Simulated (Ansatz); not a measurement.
# Single-point calculation, with input and output: Si₅₀H₅₂ (part 1 of 2)

The run: single-point calculation of Si₅₀H₅₂ (Si50H52 off sphere). Method and program: RKS PBE0-D4/def2-SVP (Ansatz 0.2.0).

The geometry comes from this level: PBE-D4/def2-SVP.

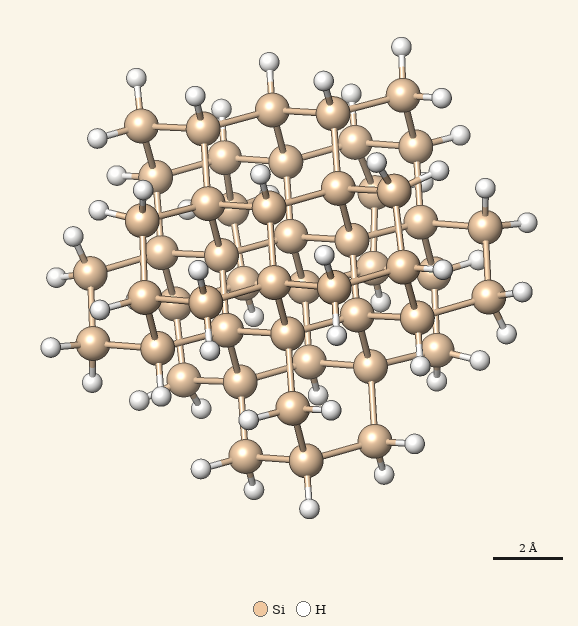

Fig. 1: The structure as given in the input (ball-and-stick view, seen at a tilt).

**Input file**
```yaml
crystal:
  periodic: [false, false, false]
  atoms:
    - {symbol: Si, position_ang: [-4.437509, -3.828802, 0.229751]}
    - {symbol: Si, position_ang: [-4.446403, -0.827875, -2.766978]}
    - {symbol: Si, position_ang: [-4.455807, -0.989323, 2.790692]}
    - {symbol: Si, position_ang: [-4.459999, 1.742311, 0.106118]}
    - {symbol: Si, position_ang: [-1.771645, -3.666108, -2.629817]}
    - {symbol: Si, position_ang: [-1.714972, -3.703717, 2.830319]}
    - {symbol: Si, position_ang: [0.965142, -3.693391, 0.099882]}
    - {symbol: Si, position_ang: [-1.713672, -0.972920, -5.360976]}
    - {symbol: Si, position_ang: [-1.734098, 1.736016, -2.603145]}
    - {symbol: Si, position_ang: [0.968371, -0.968074, -2.605594]}
    - {symbol: Si, position_ang: [0.977613, 1.713611, -5.360877]}
    - {symbol: Si, position_ang: [-1.750980, -0.980333, 0.091220]}
    - {symbol: Si, position_ang: [-1.728549, 1.730342, 2.821302]}
    - {symbol: Si, position_ang: [0.958428, -0.958176, 2.825608]}
    - {symbol: Si, position_ang: [0.981830, 1.750536, 0.091579]}
    - {symbol: Si, position_ang: [-1.893828, -1.101340, 5.539164]}
    - {symbol: Si, position_ang: [1.097761, 1.891551, 5.539715]}
    - {symbol: Si, position_ang: [0.828978, 4.445961, -2.769256]}
    - {symbol: Si, position_ang: [-1.738656, 4.461452, 0.106088]}
    - {symbol: Si, position_ang: [0.992434, 4.456866, 2.790350]}
    - {symbol: Si, position_ang: [3.683699, -3.683661, -2.648500]}
    - {symbol: Si, position_ang: [3.668253, 1.769497, -2.628328]}
    - {symbol: Si, position_ang: [3.694118, -0.966269, 0.100900]}
    - {symbol: Si, position_ang: [3.704452, 1.714824, 2.831528]}
    - {symbol: Si, position_ang: [3.828092, 4.436320, 0.227219]}
    - {symbol: Si, position_ang: [-3.250947, -5.035845, -1.412395]}
    - {symbol: Si, position_ang: [-3.104339, -2.307081, -4.016174]}
    - {symbol: Si, position_ang: [-3.075034, -2.356909, 1.459532]}
    - {symbol: Si, position_ang: [-3.108113, 0.383507, -1.258593]}
    - {symbol: Si, position_ang: [-5.827193, 0.349358, 1.422603]}
    - {symbol: Si, position_ang: [-3.108556, 0.373876, 4.163217]}
    - {symbol: Si, position_ang: [-3.090749, 3.093238, 1.467834]}
    - {symbol: Si, position_ang: [-0.394884, -2.338890, -1.257558]}
    - {symbol: Si, position_ang: [2.324995, -5.032267, -1.276172]}
    - {symbol: Si, position_ang: [2.313961, -2.314606, -3.985407]}
    - {symbol: Si, position_ang: [-0.246716, -5.056044, 1.585972]}
    - {symbol: Si, position_ang: [-0.391267, -2.317064, 4.194569]}
    - {symbol: Si, position_ang: [2.312586, -2.313273, 1.448403]}
    - {symbol: Si, position_ang: [-0.383174, 0.385383, -3.975588]}
    - {symbol: Si, position_ang: [-0.380498, 3.108836, -1.258295]}
    - {symbol: Si, position_ang: [2.339754, 0.393649, -1.256763]}
    - {symbol: Si, position_ang: [2.311389, 3.103940, -4.015149]}
    - {symbol: Si, position_ang: [-0.385421, 0.385785, 1.442199]}
    - {symbol: Si, position_ang: [-0.372180, 3.110983, 4.162554]}
    - {symbol: Si, position_ang: [2.316907, 0.391579, 4.195343]}
    - {symbol: Si, position_ang: [2.358519, 3.074277, 1.459662]}
    - {symbol: Si, position_ang: [-0.345186, 5.828921, 1.421794]}
    - {symbol: Si, position_ang: [5.032701, -2.325851, -1.275479]}
    - {symbol: Si, position_ang: [5.038830, 3.246463, -1.409469]}
    - {symbol: Si, position_ang: [5.056046, 0.243575, 1.589596]}
    - {symbol: H, position_ang: [-5.561466, -3.072361, -0.430021]}
    - {symbol: H, position_ang: [-5.057888, -4.797259, 1.208188]}
    - {symbol: H, position_ang: [-5.569899, -1.550247, -2.070155]}
    - {symbol: H, position_ang: [-5.065326, 0.173561, -3.713680]}
    - {symbol: H, position_ang: [-5.309540, -1.876115, 3.669583]}
    - {symbol: H, position_ang: [-5.309142, 2.622258, -0.783793]}
    - {symbol: H, position_ang: [-0.895285, -4.532363, -3.506241]}
    - {symbol: H, position_ang: [-2.620243, -4.549183, 3.698370]}
    - {symbol: H, position_ang: [-2.545010, -0.087590, -6.257658]}
    - {symbol: H, position_ang: [-0.826734, -1.829080, -6.230886]}
    - {symbol: H, position_ang: [-2.612447, 2.615511, -3.465464]}
    - {symbol: H, position_ang: [0.094290, 2.544927, -6.259563]}
    - {symbol: H, position_ang: [1.833185, 0.824115, -6.228830]}
    - {symbol: H, position_ang: [-2.866575, -2.081477, 6.151804]}
    - {symbol: H, position_ang: [-1.197893, -0.381908, 6.664540]}
    - {symbol: H, position_ang: [0.371955, 1.189998, 6.657496]}
    - {symbol: H, position_ang: [2.075601, 2.860175, 6.162478]}
    - {symbol: H, position_ang: [-0.174943, 5.056514, -3.719051]}
    - {symbol: H, position_ang: [1.546093, 5.575448, -2.076742]}
    - {symbol: H, position_ang: [-2.618180, 5.310331, -0.784536]}
    - {symbol: H, position_ang: [1.880501, 5.309682, 3.668804]}
    - {symbol: H, position_ang: [4.556886, -4.556712, -3.522027]}
    - {symbol: H, position_ang: [4.533784, 0.892830, -3.505082]}
    - {symbol: H, position_ang: [4.550377, 2.620038, 3.699215]}
    - {symbol: H, position_ang: [3.068781, 5.555479, -0.437335]}
    - {symbol: H, position_ang: [4.794057, 5.062674, 1.204316]}
    - {symbol: H, position_ang: [-4.236121, -5.639919, -2.385096]}
    - {symbol: H, position_ang: [-2.508976, -6.170158, -0.755374]}
    - {symbol: H, position_ang: [-3.981571, -3.197193, -4.868185]}
    - {symbol: H, position_ang: [-6.687974, -0.515179, 0.534421]}
    - {symbol: H, position_ang: [-6.734290, 1.187387, 2.290605]}
    - {symbol: H, position_ang: [-3.987597, 1.272553, 5.004107]}
    - {symbol: H, position_ang: [-3.951696, 3.955355, 2.364430]}
    - {symbol: H, position_ang: [1.449682, -5.922784, -2.124099]}
    - {symbol: H, position_ang: [3.188702, -5.914140, -0.407203]}
    - {symbol: H, position_ang: [1.432759, -3.162608, -4.869269]}
    - {symbol: H, position_ang: [3.160843, -1.434686, -4.871554]}
    - {symbol: H, position_ang: [-0.965192, -6.167034, 0.864973]}
    - {symbol: H, position_ang: [0.748062, -5.687981, 2.531016]}
    - {symbol: H, position_ang: [0.514739, -3.169931, 5.053992]}
    - {symbol: H, position_ang: [3.186008, -3.187940, 2.320662]}
    - {symbol: H, position_ang: [3.203056, 3.980968, -4.865718]}
    - {symbol: H, position_ang: [-1.271458, 3.990317, 5.002568]}
    - {symbol: H, position_ang: [3.169158, -0.514698, 5.055094]}
    - {symbol: H, position_ang: [-1.182674, 6.737006, 2.289216]}
    - {symbol: H, position_ang: [0.519838, 6.688855, 0.533174]}
    - {symbol: H, position_ang: [5.913550, -3.191007, -0.406819]}
    - {symbol: H, position_ang: [5.924441, -1.450752, -2.122376]}
    - {symbol: H, position_ang: [6.169317, 2.503114, -0.747453]}
    - {symbol: H, position_ang: [5.647581, 4.228974, -2.381901]}
    - {symbol: H, position_ang: [5.681803, -0.753254, 2.536674]}
    - {symbol: H, position_ang: [6.171488, 0.958554, 0.872086]}
basis:
  gaussian: {orbitals: def2-SVP, fitting: {mean_field: def2-universal-jkfit}, initial_orbitals: start.molden}
hamiltonian: {xc: pbe0, dispersion: d4}
scf: {omitted_lower_state_checks: [starts]}
output: {forces: true, orbitals: {seedname: orbitals}}
```

Launch command:
```bash
ansatz run in.yaml --threads 11 --pin off --events-out ev --progress --plain --max-ram 174080MiB --backend cuda --devices 0, --max-vram 75GiB
```

**Output**
```
Functional definition: PBE0
  name "PBE0"
  cite "Adamo & Barone, J. Chem. Phys. 110, 6158 (1999) doi:10.1063/1.478522"
  cite "Perdew, Burke & Ernzerhof, Phys. Rev. Lett. 77, 3865 (1996) doi:10.1103/PhysRevLett.77.3865"
  parent pbe
  parameter a = 0.25
  parameter kappa = 0.804
  parameter beta = 0.06672455060314922
  exchange = (1 - a)*pbe_x(kappa = kappa, mu = beta*pi^2/3) + a*exact_x
  correlation = pbe_c(beta = beta)
these checks for a lower state are left out or cut short: starts
7336 factors; integrals over basis functions are off by at most 3.1e-1 eV
mean field evaluation 1: about -394463.4535 eV, gradient 2.3e1 eV
mean field evaluation 2: about -394464.4726 eV, gradient 1.0e0 eV
mean field evaluation 4: about -394464.4879 eV, gradient 1.5e-1 eV
mean field evaluation 8: about -394464.4879 eV, gradient 2.7e-5 eV
mean field -394464.48794796 eV, -14496.3025544543 hartree, gradient 2.7e-5 eV, S^2 0.000000; 0 other end points of the search recorded, 0 dependent functions left out
the calculation of the forces begins
reference -394464.48804181 eV, -14496.3025579034 hartree; 376, 376 occupied and 784, 784 virtual orbitals, 7336 factors
Total energy: -394474.18667601 eV, -14496.6589761362 hartree
Atom 0 at    -4.437509    -3.828802     0.229751 Å, force    -0.157330     0.015792     0.008343 eV/Å
Atom 1 at    -4.446403    -0.827875    -2.766978 Å, force    -0.145741     0.007856     0.003329 eV/Å
Atom 2 at    -4.455807    -0.989323     2.790692 Å, force    -0.052835    -0.064497     0.057826 eV/Å
Atom 3 at    -4.459999     1.742311     0.106118 Å, force    -0.048833     0.055602    -0.069802 eV/Å
Atom 4 at    -1.771645    -3.666108    -2.629817 Å, force     0.054165    -0.045439    -0.065193 eV/Å
Atom 5 at    -1.714972    -3.703717     2.830319 Å, force    -0.045106    -0.034574     0.070091 eV/Å
Atom 6 at     0.965142    -3.693391     0.099882 Å, force     0.007407     0.010525     0.007261 eV/Å
Atom 7 at    -1.713672    -0.972920    -5.360976 Å, force     0.002137    -0.001132    -0.114132 eV/Å
Atom 8 at    -1.734098     1.736016    -2.603145 Å, force    -0.054373     0.056954    -0.037580 eV/Å
Atom 9 at     0.968371    -0.968074    -2.605594 Å, force     0.003003    -0.004094     0.001540 eV/Å
Atom 10 at     0.977613     1.713611    -5.360877 Å, force     0.000621    -0.002298    -0.113973 eV/Å
Atom 11 at    -1.750980    -0.980333     0.091220 Å, force     0.014389    -0.008212    -0.006542 eV/Å
Atom 12 at    -1.728549     1.730342     2.821302 Å, force     0.006985    -0.007623    -0.011916 eV/Å
Atom 13 at     0.958428    -0.958176     2.825608 Å, force    -0.009423     0.010743    -0.013573 eV/Å
Atom 14 at     0.981830     1.750536     0.091579 Å, force     0.006605    -0.015123    -0.006246 eV/Å
Atom 15 at    -1.893828    -1.101340     5.539164 Å, force     0.000582     0.004853     0.141411 eV/Å
Atom 16 at     1.097761     1.891551     5.539715 Å, force    -0.004654    -0.003325     0.142895 eV/Å
Atom 17 at     0.828978     4.445961    -2.769256 Å, force    -0.011541     0.144587    -0.001148 eV/Å
Atom 18 at    -1.738656     4.461452     0.106088 Å, force    -0.056462     0.049639    -0.070237 eV/Å
Atom 19 at     0.992434     4.456866     2.790350 Å, force     0.064336     0.052538     0.057293 eV/Å
Atom 20 at     3.683699    -3.683661    -2.648500 Å, force     0.052465    -0.050480    -0.054186 eV/Å
Atom 21 at     3.668253     1.769497    -2.628328 Å, force     0.045632    -0.053628    -0.066691 eV/Å
Atom 22 at     3.694118    -0.966269     0.100900 Å, force    -0.011489    -0.006462     0.008081 eV/Å
Atom 23 at     3.704452     1.714824     2.831528 Å, force     0.036947     0.043439     0.069218 eV/Å
Atom 24 at     3.828092     4.436320     0.227219 Å, force    -0.013484     0.157772     0.008309 eV/Å
Atom 25 at    -3.250947    -5.035845    -1.412395 Å, force     0.006558    -0.153739    -0.011704 eV/Å
Atom 26 at    -3.104339    -2.307081    -4.016174 Å, force    -0.041719    -0.044070    -0.066925 eV/Å
Atom 27 at    -3.075034    -2.356909     1.459532 Å, force     0.010009     0.000527     0.004612 eV/Å
Atom 28 at    -3.108113     0.383507    -1.258593 Å, force     0.012509     0.012304    -0.006406 eV/Å
Atom 29 at    -5.827193     0.349358     1.422603 Å, force    -0.113285    -0.006147    -0.003630 eV/Å
Atom 30 at    -3.108556     0.373876     4.163217 Å, force    -0.067310     0.054598     0.047349 eV/Å
Atom 31 at    -3.090749     3.093238     1.467834 Å, force    -0.050805     0.051446     0.068175 eV/Å
Atom 32 at    -0.394884    -2.338890    -1.257558 Å, force    -0.008299     0.019326     0.008387 eV/Å
Atom 33 at     2.324995    -5.032267    -1.276172 Å, force     0.000142    -0.123657     0.006764 eV/Å
Atom 34 at     2.313961    -2.314606    -3.985407 Å, force    -0.009699     0.008444    -0.118194 eV/Å
Atom 35 at    -0.246716    -5.056044     1.585972 Å, force     0.002319    -0.142134    -0.003509 eV/Å
Atom 36 at    -0.391267    -2.317064     4.194569 Å, force     0.047430    -0.074761     0.045532 eV/Å
Atom 37 at     2.312586    -2.313273     1.448403 Å, force     0.054572    -0.054542     0.053446 eV/Å
Atom 38 at    -0.383174     0.385383    -3.975588 Å, force     0.004294    -0.005530     0.004493 eV/Å
Atom 39 at    -0.380498     3.108836    -1.258295 Å, force    -0.013638    -0.013293    -0.007082 eV/Å
Atom 40 at     2.339754     0.393649    -1.256763 Å, force    -0.018104     0.008778     0.008740 eV/Å
Atom 41 at     2.311389     3.103940    -4.015149 Å, force     0.044306     0.042299    -0.064892 eV/Å
Atom 42 at    -0.385421     0.385785     1.442199 Å, force    -0.002239     0.003581     0.006476 eV/Å
Atom 43 at    -0.372180     3.110983     4.162554 Å, force    -0.055159     0.066052     0.047864 eV/Å
```
